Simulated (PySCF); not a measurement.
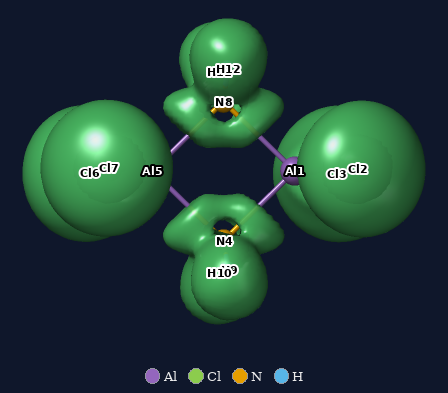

*Al2Cl4H4N2 ((Cl2Al-mu-NH2)2). Isosurface of the ELF at 0.75 (green), seen across its widest extent. Only the valence region is drawn (cores and ρ < 0.01 e/Å³ removed).*

Geometry: PBE0-D3(BJ)/def2-SVP.

The calculation used PBE0/pcSseg-1 Al:pcSseg-2, SCF density, gas phase, non-relativistic in PySCF 2.14.0.

```xyz
12

Al   -1.3254   -0.1891   -0.3468
Cl   -2.7894   -0.2953    1.1645
Cl   -1.8408   -0.3404   -2.3862
N    -0.1586    1.3332   -0.0469
Al    1.3456    0.1754    0.3528
Cl    2.7952    0.2840   -1.1726
Cl    1.8826    0.3255    2.3867
N     0.1764   -1.3473    0.0616
H    -0.4453    1.9337    0.7291
H    -0.0303    1.9395   -0.8595
H     0.4600   -1.9545   -0.7102
H     0.0456   -1.9475    0.8783
```

Q: What do the ELF domains correspond to?

A: The surface consists of four regions on Cl in which the atom's valence shell and bonds are merged and two joined regions spread over several atoms (H, N), in which their bonds and any lone pairs are merged. Along the contacts the grid gives the following. Al–N (1.94 Å): the ELF peaks at about 0.95 between the atoms: a shared but strongly polarised pair. Al–Cl (2.11 Å): the ELF peaks at about 0.85 in the valence shell of Cl, 0.9 Å from its nucleus, and is about 0.85 at the midpoint.
